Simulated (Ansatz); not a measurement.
**Si₂H₂ (triplet): the correlation ladder, cc-pVTZ**

How much of the correlation energy of Si₂H₂ (triplet) does each wave-function method recover here?

The runs use Ansatz 0.2.0, Gaussian basis; cc-pVTZ, correlated electrons: outside noble gas.

The runs, in order: UHF; CCSD(T) on ROHF; CCSD(T) on UHF; BCCD(T) on ROHF; CCSDT(Q) on ROHF; CCSDT(Q) on UHF; CASSCF and MRCISD+Q, 10 electrons in 10 orbitals; CASSCF and NEVPT2, 10 electrons in 10 orbitals.

### Step 1. What is computed

The geometry is a PBE0/def2-TZVP stationary point (not a proven minimum) of the parent state, kept for this charge and spin.

4 atoms, charge 0, spin multiplicity 3.

Atoms are counted from 1 here; the program's logs count them from 0.

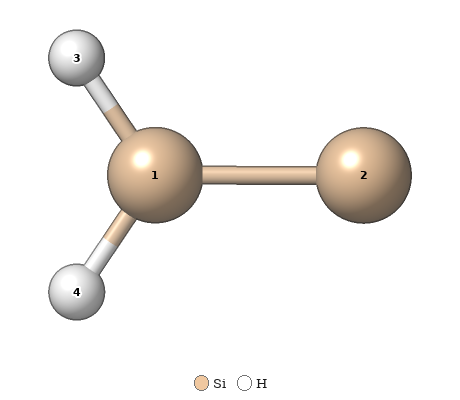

The structure; silicon light orange, hydrogen white; atoms are numbered from 1 in the order of the file.

Geometry (Å):

```xyz
4
H2Si2
Si    0.0000    0.0000    1.0300
Si    0.0000    0.0000   -1.1633
H     0.0000    1.2361    1.8580
H     0.0000   -1.2361    1.8580
```

In the tables R marks a restricted open-shell determinant and U an unrestricted one; 'valence' is the active space of 10 electrons in 10 orbitals; correlation energies count from the lowest restricted Hartree-Fock solution.

### Step 2. UHF

Contents of in.yaml:

```yaml
crystal:
  periodic: [false, false, false]
  atoms:
    - {symbol: Si, position_ang: [0.000000, 0.000000, 1.029969]}
    - {symbol: Si, position_ang: [0.000000, 0.000000, -1.163327]}
    - {symbol: H, position_ang: [0.000000, 1.236053, 1.857961]}
    - {symbol: H, position_ang: [0.000000, -1.236053, 1.857961]}
basis:
  gaussian: {orbitals: cc-pVTZ}
magnetization: {spin_polarized: true, initial_magnetization: 2}
hamiltonian: {xc: hf}
output: {orbitals: {seedname: orbitals}}
```

The run is started by

```bash
$ ansatz run in.yaml --threads 1 --pin off --events-out ev --progress --plain --max-ram 4096MiB --backend cpu
```

The log of the run:

```text
Functional definition: HF
  name "HF"
  cite "Fock, Z. Phys. 61, 126 (1930) doi:10.1007/BF01340294"
  parent pbe
  exchange = exact_x
  correlation = 0
830 factors; their error is unknown
mean field evaluation 1: about -15752.7849 eV, gradient 7.5e0 eV
mean field evaluation 2: about -15753.5422 eV, gradient 2.9e0 eV
mean field evaluation 4: about -15753.7113 eV, gradient 3.9e-1 eV
mean field evaluation 8: about -15754.1093 eV, gradient 1.8e-1 eV
mean field evaluation 16: about -15753.2210 eV, gradient 4.7e0 eV
mean field evaluation 32: about -15751.5256 eV, gradient 8.4e0 eV
mean field evaluation 64: about -15753.7156 eV, gradient 2.0e-1 eV
mean field -15754.10988812 eV, -578.9528598693 hartree, gradient 1.2e-5 eV, S^2 2.036371; 0 other end points of the search recorded, 0 dependent functions left out
reference -15754.10988812 eV, -578.9528598693 hartree; 16, 14 occupied and 80, 82 virtual orbitals, 830 factors
Total energy: -15754.10988812 eV, -578.9528598693 hartree
```

It took 2.5 s on 1 thread of AMD EPYC 7R13, shared host.

From the report: ⟨S²⟩ of the determinant 2.036 (pure triplet: 2.00).

### Step 3. CCSD(T) on ROHF

Changes to in.yaml since step 2:

```diff
@@ -9,4 +9,3 @@
   gaussian: {orbitals: cc-pVTZ}
-magnetization: {spin_polarized: true, initial_magnetization: 2}
-hamiltonian: {xc: hf}
-output: {orbitals: {seedname: orbitals}}
+magnetization: {spin_polarized: false, initial_magnetization: 2}
+correlation: {method: ccsd_t, electrons: outside_noble_gas}
```

The run is started by

```bash
$ ansatz run in.yaml --threads 2 --pin off --events-out ev --progress --plain --max-ram 24576MiB --backend cuda --devices 0, --max-vram 18GiB
```

The log of the run, shortened:

```text
Functional definition: HF
  name "HF"
  cite "Fock, Z. Phys. 61, 126 (1930) doi:10.1007/BF01340294"
  parent pbe
[...]
566 factors; integrals over basis functions are off by at most 8.6e-4 eV
[...]
mean field -15753.93955490 eV, -578.9466002390 hartree, gradient 6.8e-6 eV, S^2 2.000000; 7 other end points of the search recorded, 0 dependent functions left out
[...]
determinant -15753.93955490 eV, -578.9466002390 hartree, with singles and doubles -15760.27914304 eV, -579.1795758059 hartree
determinant -15752.68977041 eV, -578.9006715061 hartree, with singles and doubles -15759.23686698 eV, -579.1412728671 hartree
determinant -15752.40769914 eV, -578.8903055780 hartree, with singles and doubles -15758.78013974 eV, -579.1244884507 hartree
determinant -15751.22313566 eV, -578.8467736729 hartree, with singles and doubles -15757.68521874 eV, -579.0842508459 hartree
10 core orbitals not correlated: weight in the atoms' cores, before any rotation towards them, 1.000 or more for the frozen orbitals, at most 0.000 for the correlated occupied ones
reference -15753.93955490 eV, -578.9466002390 hartree; 6, 4 occupied and 80, 82 virtual orbitals, 566 factors
second order -5.15564897 eV of doubles, -0.08186434 eV of singles
cycle   1  -6.20511451 eV  change   -3.6e-1 eV  update   2.0e-2
[...]
cycle   8  -6.21613896 eV  change   -5.1e-6 eV  update   1.1e-5
perturbative correction -0.27101232 eV, -0.0099595191 hartree
Total energy: -15760.42670619 eV, -579.1849986515 hartree
```

Run time: 3.8 s. Hardware: 1 × H100 (card shared with other runs) with 2 threads of AMD EPYC 7R13, shared host; peak host memory 0.81 GiB.

From the report: correlation -6.4872 eV; T1 0.021; largest double amplitude 0.05.

### Step 4. CCSD(T) on UHF

Changes to in.yaml since step 3:

```diff
@@ -9,3 +9,3 @@
   gaussian: {orbitals: cc-pVTZ}
-magnetization: {spin_polarized: false, initial_magnetization: 2}
+magnetization: {spin_polarized: true, initial_magnetization: 2}
 correlation: {method: ccsd_t, electrons: outside_noble_gas}
```

Same command.

The log of the run, shortened:

```text
Functional definition: HF
  name "HF"
  cite "Fock, Z. Phys. 61, 126 (1930) doi:10.1007/BF01340294"
  parent pbe
[...]
566 factors; integrals over basis functions are off by at most 8.6e-4 eV
[...]
mean field -15754.11044253 eV, -578.9528802433 hartree, gradient 8.0e-6 eV, S^2 2.036370; 4 other end points of the search recorded, 0 dependent functions left out
10 core orbitals not correlated: weight in the atoms' cores, before any rotation towards them, 1.000 or more for the frozen orbitals, at most 0.000 for the correlated occupied ones
reference -15754.11044253 eV, -578.9528802433 hartree; 6, 4 occupied and 80, 82 virtual orbitals, 566 factors
second order -5.00417040 eV of doubles, -0.00000000 eV of singles
cycle   1  -5.72660874 eV  change   -7.2e-1 eV  update   7.9e-2
[...]
cycle  11  -6.05260068 eV  change   -2.7e-6 eV  update   9.0e-6
perturbative correction -0.26242605 eV, -0.0096439794 hartree
Total energy: -15760.42546926 eV, -579.1849531951 hartree
```

Run time: 2.3 s. Hardware: 1 × H100 (card shared with other runs) with 2 threads of AMD EPYC 7R13, shared host; peak host memory 0.8 GiB.

From the report: ⟨S²⟩ of the determinant 2.036 (pure triplet: 2.00); correlation -6.3150 eV; T1 0.022; largest double amplitude 0.05.

### Step 5. BCCD(T) on ROHF

Changes to in.yaml since step 4:

```diff
@@ -9,3 +9,3 @@
   gaussian: {orbitals: cc-pVTZ}
-magnetization: {spin_polarized: true, initial_magnetization: 2}
-correlation: {method: ccsd_t, electrons: outside_noble_gas}
+magnetization: {spin_polarized: false, initial_magnetization: 2}
+correlation: {method: bccd_t, electrons: outside_noble_gas}
```

Launched as before.

The log of the run, shortened:

```text
Functional definition: HF
  name "HF"
  cite "Fock, Z. Phys. 61, 126 (1930) doi:10.1007/BF01340294"
  parent pbe
[...]
566 factors; integrals over basis functions are off by at most 8.6e-4 eV
[...]
mean field -15753.93955490 eV, -578.9466002390 hartree, gradient 6.8e-6 eV, S^2 2.000000; 7 other end points of the search recorded, 0 dependent functions left out
[...]
determinant -15753.93955490 eV, -578.9466002390 hartree, with singles and doubles -15760.27914304 eV, -579.1795758059 hartree
determinant -15752.68977041 eV, -578.9006715061 hartree, with singles and doubles -15759.23686698 eV, -579.1412728671 hartree
determinant -15752.40769914 eV, -578.8903055780 hartree, with singles and doubles -15758.78013974 eV, -579.1244884507 hartree
determinant -15751.22313566 eV, -578.8467736729 hartree, with singles and doubles -15757.68521874 eV, -579.0842508459 hartree
10 core orbitals not correlated: weight in the atoms' cores, before any rotation towards them, 1.000 or more for the frozen orbitals, at most 0.000 for the correlated occupied ones
reference -15753.93955490 eV, -578.9466002390 hartree; 6, 4 occupied and 80, 82 virtual orbitals, 566 factors
second order -5.15564897 eV of doubles, -0.08186434 eV of singles
cycle   1  -6.20685975 eV  change   -3.6e-1 eV  update   2.1e-2
[...]
cycle   9  -6.21288543 eV  change    5.8e-6 eV  update   5.5e-6
perturbative correction -0.27444905 eV, -0.0100858166 hartree
Total energy: -15760.42688938 eV, -579.1850053837 hartree
```

Wall time 5.5 s (1 × H100 (card shared with other runs) with 2 threads of AMD EPYC 7R13, shared host); peak host memory 0.81 GiB.

From the report: correlation -6.4873 eV; largest double amplitude 0.05.

### Step 6. CCSDT(Q) on ROHF

Changes to in.yaml since step 5:

```diff
@@ -10,2 +10,2 @@
 magnetization: {spin_polarized: false, initial_magnetization: 2}
-correlation: {method: bccd_t, electrons: outside_noble_gas}
+correlation: {method: ccsdt_q, electrons: outside_noble_gas}
```

The command is unchanged.

The log of the run, shortened:

```text
Functional definition: HF
  name "HF"
  cite "Fock, Z. Phys. 61, 126 (1930) doi:10.1007/BF01340294"
  parent pbe
[...]
1168 factors; integrals over basis functions are off by at most 1.8e-7 eV
[...]
mean field -15753.93956528 eV, -578.9466006204 hartree, gradient 5.7e-6 eV, S^2 2.000000; 7 other end points of the search recorded, 0 dependent functions left out
[...]
determinant -15753.93956528 eV, -578.9466006204 hartree, with singles and doubles -15760.27916479 eV, -579.1795766052 hartree
determinant -15752.68977412 eV, -578.9006716422 hartree, with singles and doubles -15759.23688806 eV, -579.1412736416 hartree
determinant -15752.40771475 eV, -578.8903061516 hartree, with singles and doubles -15758.78016625 eV, -579.1244894250 hartree
determinant -15751.22314807 eV, -578.8467741292 hartree, with singles and doubles -15757.68524381 eV, -579.0842517675 hartree
10 core orbitals not correlated: weight in the atoms' cores, before any rotation towards them, 1.000 or more for the frozen orbitals, at most 0.000 for the correlated occupied ones
reference -15753.93956528 eV, -578.9466006204 hartree; 6, 4 occupied and 80, 82 virtual orbitals, 1168 factors
second order -5.15566679 eV of doubles, -0.08186423 eV of singles
cycle   1  -5.93672119 eV  change   -7.0e-1 eV  update   8.7e-2
[...]
cycle  17  -6.53169557 eV  change    2.7e-7 eV  update   2.6e-7
perturbative correction -0.01448770 eV, -0.0005324133 hartree
Total energy: -15760.48574856 eV, -579.1871684185 hartree
```

It took 19 s on 1 × H100 (card shared with other runs) with 2 threads of AMD EPYC 7R13, shared host; peak host memory 1.1 GiB.

From the report: correlation -6.5462 eV; T1 0.021; largest double amplitude 0.05.

### Step 7. CCSDT(Q) on UHF

Changes to in.yaml since step 6:

```diff
@@ -9,3 +9,3 @@
   gaussian: {orbitals: cc-pVTZ}
-magnetization: {spin_polarized: false, initial_magnetization: 2}
+magnetization: {spin_polarized: true, initial_magnetization: 2}
 correlation: {method: ccsdt_q, electrons: outside_noble_gas}
```

Launched as before.

The log of the run, shortened:

```text
Functional definition: HF
  name "HF"
  cite "Fock, Z. Phys. 61, 126 (1930) doi:10.1007/BF01340294"
  parent pbe
[...]
1168 factors; integrals over basis functions are off by at most 1.8e-7 eV
[...]
mean field -15754.11045288 eV, -578.9528806239 hartree, gradient 4.9e-6 eV, S^2 2.036371; 4 other end points of the search recorded, 0 dependent functions left out
10 core orbitals not correlated: weight in the atoms' cores, before any rotation towards them, 1.000 or more for the frozen orbitals, at most 0.000 for the correlated occupied ones
reference -15754.11045288 eV, -578.9528806239 hartree; 6, 4 occupied and 80, 82 virtual orbitals, 1168 factors
second order -5.00418795 eV of doubles, -0.00000000 eV of singles
cycle   1  -5.72658752 eV  change   -7.2e-1 eV  update   9.1e-2
[...]
cycle  17  -6.36218414 eV  change    4.1e-7 eV  update   4.1e-7
perturbative correction -0.01443861 eV, -0.0005306090 hartree
Total energy: -15760.48707563 eV, -579.1872171877 hartree
```

Wall time 16 s (1 × H100 (card shared with other runs) with 2 threads of AMD EPYC 7R13, shared host); peak host memory 0.95 GiB.

From the report: ⟨S²⟩ of the determinant 2.036 (pure triplet: 2.00); correlation -6.3766 eV; T1 0.023; largest double amplitude 0.05.

### Step 8. CASSCF and MRCISD+Q, 10 electrons in 10 orbitals

Changes to in.yaml since step 7:

```diff
@@ -9,3 +9,3 @@
   gaussian: {orbitals: cc-pVTZ}
-magnetization: {spin_polarized: true, initial_magnetization: 2}
-correlation: {method: ccsdt_q, electrons: outside_noble_gas}
+magnetization: {spin_polarized: false, initial_magnetization: 2}
+correlation: {method: fic_mrcisd_q, electrons: outside_noble_gas, active_space: {window: {electrons: 10, orbitals: 10}, shells: [{species: H, l: s, shell: 1}, {species: Si, l: s, shell: 3}, {species: Si, l: p, shell: 3}]}}
```

The command is unchanged.

The log of the run, shortened:

```text
Functional definition: HF
  name "HF"
  cite "Fock, Z. Phys. 61, 126 (1930) doi:10.1007/BF01340294"
  parent pbe
[...]
1168 factors; integrals over basis functions are off by at most 1.8e-7 eV
[...]
mean field -15753.93956528 eV, -578.9466006204 hartree, gradient 5.7e-6 eV, S^2 2.000000; 5 other end points of the search recorded, 0 dependent functions left out
reference -15753.93956528 eV, -578.9466006204 hartree; 16, 14 occupied and 80, 82 virtual orbitals, 1168 factors
state -15755.67822721 eV, -579.0104952676 hartree
contracted CI cycle   1: correlation 0.00000000 eV, 0.0000000000 hartree, residual 1.63e1 eV
contracted CI cycle   2: correlation -4.10408320 eV, -0.1508222757 hartree, residual 3.53e0 eV
contracted CI cycle   3: correlation -4.30487673 eV, -0.1582013020 hartree, residual 8.77e-1 eV
contracted CI cycle   4: correlation -4.31637313 eV, -0.1586237869 hartree, residual 2.31e-1 eV
contracted CI cycle   5: correlation -4.31713116 eV, -0.1586516438 hartree, residual 6.61e-2 eV
contracted CI cycle   6: correlation -4.31718976 eV, -0.1586537973 hartree, residual 1.88e-2 eV
contracted CI cycle   7: correlation -4.31719459 eV, -0.1586539750 hartree, residual 5.56e-3 eV
contracted CI cycle   8: correlation -4.31719502 eV, -0.1586539907 hartree, residual 1.63e-3 eV
contracted CI cycle   9: correlation -4.31719506 eV, -0.1586539920 hartree, residual 4.73e-4 eV
state -15755.67822721 eV, -579.0104952676 hartree; corrected -15760.40202659 eV, -579.1840916931 hartree
Total energy: -15760.40202659 eV, -579.1840916931 hartree
Checks for a lower state left out: starts, orbital_swaps
```

It took 11 s on 1 × H100 (card shared with other runs) with 2 threads of AMD EPYC 7R13, shared host; peak host memory 0.91 GiB.

From the report: 15,680 determinants; active occupations 1.99, 1.98, 1.97, 1.93, 1.00, 1.00, 0.05, 0.04, 0.02, 0.02.

### Step 9. CASSCF and NEVPT2, 10 electrons in 10 orbitals

Contents of in.yaml:

```yaml
crystal:
  periodic: [false, false, false]
  atoms:
    - {symbol: Si, position_ang: [0.000000, 0.000000, 1.029969]}
    - {symbol: Si, position_ang: [0.000000, 0.000000, -1.163327]}
    - {symbol: H, position_ang: [0.000000, 1.236053, 1.857961]}
    - {symbol: H, position_ang: [0.000000, -1.236053, 1.857961]}
basis:
  gaussian: {orbitals: cc-pVTZ}
magnetization: {spin_polarized: false, initial_magnetization: 2}
correlation: {method: sc_nevpt2, electrons: outside_noble_gas, active_space: {window: {electrons: 10, orbitals: 10}, shells: [{species: H, l: s, shell: 1}, {species: Si, l: s, shell: 3}, {species: Si, l: p, shell: 3}]}}
```

The command is unchanged.

The log of the run:

```text
Functional definition: HF
  name "HF"
  cite "Fock, Z. Phys. 61, 126 (1930) doi:10.1007/BF01340294"
  parent pbe
  exchange = exact_x
  correlation = 0
1168 factors; integrals over basis functions are off by at most 1.8e-7 eV
mean field evaluation 1: about -15753.1604 eV, gradient 9.3e0 eV
mean field evaluation 2: about -15753.1649 eV, gradient 9.3e0 eV
mean field evaluation 4: about -15753.9362 eV, gradient 5.9e-1 eV
mean field evaluation 8: about -15753.9393 eV, gradient 9.0e-2 eV
mean field evaluation 16: about -15752.6898 eV, gradient 3.0e-2 eV
mean field evaluation 32: about -15753.7632 eV, gradient 2.5e0 eV
mean field -15753.93956528 eV, -578.9466006204 hartree, gradient 5.7e-6 eV, S^2 2.000000; 5 other end points of the search recorded, 0 dependent functions left out
reference -15753.93956528 eV, -578.9466006204 hartree; 16, 14 occupied and 80, 82 virtual orbitals, 1168 factors
state -15755.67822721 eV, -579.0104952676 hartree
state -15755.67822721 eV, -579.0104952676 hartree; corrected -15759.18759713 eV, -579.1394622335 hartree
Total energy: -15759.18759713 eV, -579.1394622335 hartree
Checks for a lower state left out: starts, orbital_swaps
```

Run time: 8 s. Hardware: 1 × H100 (card shared with other runs) with 2 threads of AMD EPYC 7R13, shared host; peak host memory 0.8 GiB.

From the report: 15,680 determinants; active occupations 1.99, 1.98, 1.97, 1.93, 1.00, 1.00, 0.05, 0.04, 0.02, 0.02.

### Step 10. Natural occupations

Natural occupations of the CASSCF valence state about the gap (report; correlated orbitals 1 to 10): 1.988, 1.980, 1.975, 1.930, 1.000, 1.000, 0.048, 0.038, 0.022, 0.020. The count of effectively unpaired electrons, Σ n²(2 − n)², is 2.04; a single determinant of this spin has 2.

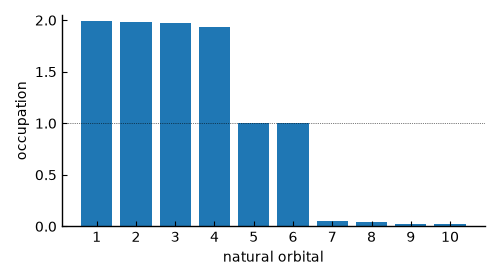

Natural occupations of the CASSCF valence state.

### Step 11. The ladder

The yardstick is UCCSDT(Q), where the cluster series has nearly closed. Rows without a time come out of other runs: HF, MP2 and CCSD of CCSD(T), CCSDT of CCSDT(Q), CASSCF and MRCISD of the multireference runs.

Differences are taken before rounding.

```tsv
method	energy from the lowest RHF (meV)	from UCCSDT(Q) (meV)	time
RHF	0.0	+6547.5	
UHF	-170.9	+6376.6	
RMP2	-5237.5	+1310.0	
UMP2	-5175.1	+1372.5	
RCCSD	-6216.1	+331.4	
UCCSD	-6223.5	+324.0	
RCCSD(T)	-6487.2	+60.4	3.8 s
UCCSD(T)	-6485.9	+61.6	2.3 s
BCCD(T)	-6487.3	+60.2	5.5 s
RCCSDT	-6531.7	+15.8	
UCCSDT	-6533.1	+14.4	
RCCSDT(Q)	-6546.2	+1.3	19 s
UCCSDT(Q)	-6547.5	0	16 s
CASSCF valence	-1738.7	+4808.8	
NEVPT2 valence	-5248.0	+1299.5	8 s
MRCISD valence	-6055.9	+491.7	
MRCISD+Q valence	-6462.5	+85.0	11 s
```

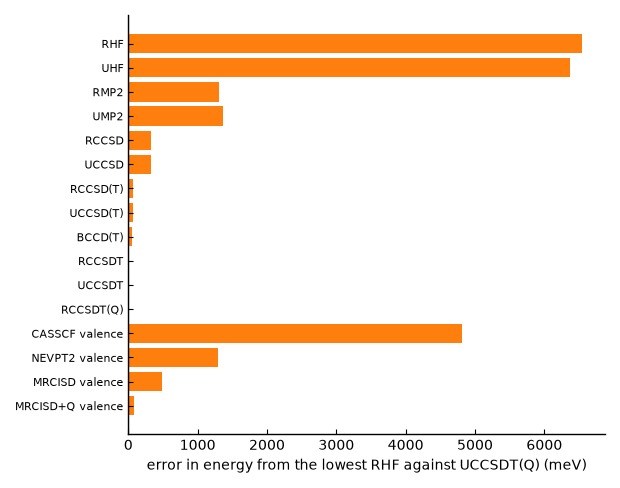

How far each level lands from UCCSDT(Q).

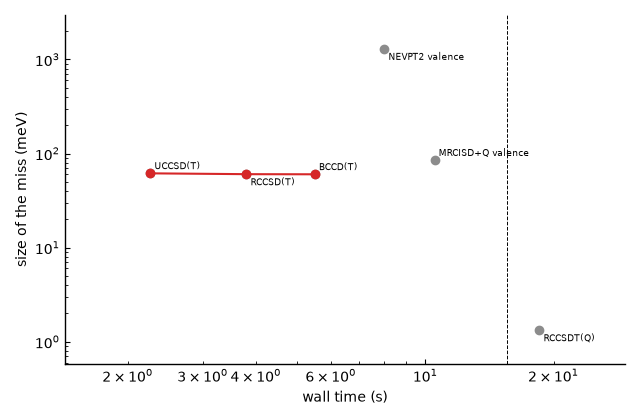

Miss against cost. The red line joins the levels, quicker than the yardstick, that no quicker level beats, and the dashed line is the time of UCCSDT(Q). Times are from a shared host.

### Step 12. Results

| quantity | value |
| --- | --- |
| correlation energy, UCCSDT(Q) | -6.5475 eV |
| RMP2 from UCCSDT(Q) | +1310.0 meV |
| UMP2 from UCCSDT(Q) | +1372.5 meV |
| RCCSD from UCCSDT(Q) | +331.4 meV |
| RCCSD(T) from UCCSDT(Q) | +60.4 meV |
| UCCSD(T) from UCCSDT(Q) | +61.6 meV |
| RCCSDT(Q) from UCCSDT(Q) | +1.3 meV |
| NEVPT2 valence from UCCSDT(Q) | +1299.5 meV |
| MRCISD+Q valence from UCCSDT(Q) | +85.0 meV |
| levels within 1 kcal/mol (43 meV) | RCCSDT, UCCSDT, RCCSDT(Q) |
| T1 diagnostic | 0.021 |
| effectively unpaired electrons | 2.04 |

In words: RCCSD(T) misses by +60.4 meV, 0.9 % of the correlation energy. One determinant dominates. Of the multireference levels listed MRCISD+Q valence comes nearest (+85.0 meV). These misses are within one basis and frozen core, not against nature; frozen cores of the runs differ by up to some meV.

For cost: BCCD(T) gets within 60.2 meV in 5.5 s, where UCCSDT(Q) took 16 s; the quickest level, UCCSD(T), takes 2.3 s and misses by 61.6 meV.
